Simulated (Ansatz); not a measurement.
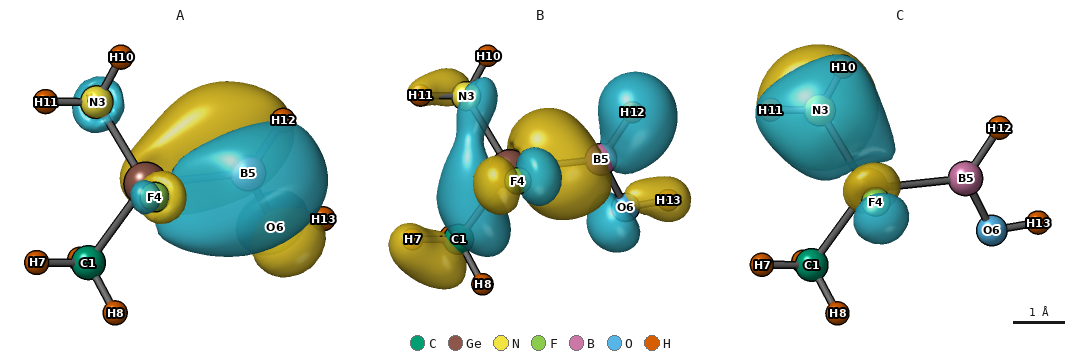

Figure. CH7BFGeNO (SMILES [CH3][Ge]([NH2])([F])[BH]O). Three frontier orbitals at ±0.1 Å⁻³ᐟ² (yellow and cyan are the two phases), in no order.

These are results of RKS PBE0/def2-SVP in Ansatz 0.2.0, not measurements.

Input

```
crystal:
  periodic: [false, false, false]
  atoms:
    - { symbol: C, position_ang: [-0.9006, -1.1055, 0.8442] }
    - { symbol: Ge, position_ang: [0.072, -0.3552, -0.6612] }
    - { symbol: "N", position_ang: [1.8526, -0.7151, -0.4147] }
    - { symbol: F, position_ang: [-0.3919, -1.0916, -2.1562] }
    - { symbol: B, position_ang: [-0.1976, 1.6362, -0.7866] }
    - { symbol: O, position_ang: [0.1721, 2.5081, 0.3574] }
    - { symbol: H, position_ang: [-0.7704, -2.1553, 0.9007] }
    - { symbol: H, position_ang: [-1.9872, -0.8265, 0.6708] }
    - { symbol: H, position_ang: [-0.6029, -0.5665, 1.8159] }
    - { symbol: H, position_ang: [2.4001, 0.21799, -0.51513] }
    - { symbol: H, position_ang: [2.1875, -1.28605, -1.23189] }
    - { symbol: H, position_ang: [-0.6441, 2.1311, -1.7267] }
    - { symbol: H, position_ang: [-0.6914, 2.558, 0.9047] }
basis:
  gaussian: { orbitals: def2-SVP }
hamiltonian:
  xc: pbe0
relax:
  f_tol: 0.015
  max_steps: 40
output:
  orbitals: {}
```

Command:

```sh
ansatz run input.yaml --threads 2 --pin off --max-ram 3072MiB --backend cpu --events-out ev --progress --plain --runs-dir out
```

The fields are those of the relaxed geometry.

> Order the three orbitals by energy and name them.

B is the HOMO−1 (−7.58 eV). It lies mainly on B5 (about 25 %), Ge2 (about 25 %), C1 (about 10 %), H12 (about 10 %), F4 (about 10 %) and O6 (about 10 %). C is the HOMO (−7.26 eV). By Hirshfeld shares it lies mainly on N3 (about 70 %), Ge2 (about 10 %) and F4 (about 5 %); largely a lone pair of N3. A is the LUMO (−0.97 eV). Its weight (Hirshfeld) is mainly on B5 (about 50 %), Ge2 (about 20 %) and O6 (about 15 %).

> What is the HOMO–LUMO gap?

6.29 eV between the orbital energies.
